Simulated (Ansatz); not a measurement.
The starting structures come from a database of crystals and need not be the phases stable at ambient conditions.

 Where the default PAW files enter, the runs use the earlier of Ansatz's two default sets.

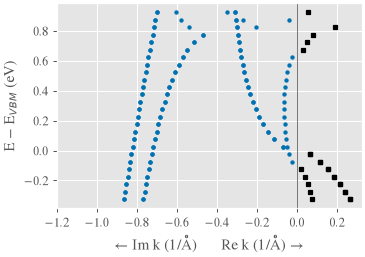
Figure. Complex bands at the centre of the two-dimensional zone; PBEsol in Ansatz (a quantum-chemistry and plane-wave program)

The gap is the functional's own. No spin-orbit coupling. Mid-gap values are interpolated on the energy grid.

Q: This is Sr(CdP)₂ (P-3m1, not sure to be the ambient phase, 5 atoms a cell, 24.1 Å³ an atom, -2 GPa at this level) along the normal of (001). Read off the slowest decay at the centre of the two-dimensional zone at 0.33 eV, the computed energy nearest the middle of the gap.

A: κ ≈ 0.06 1/Å, a decay length 1/(2κ) of the density of 8.0 Å.
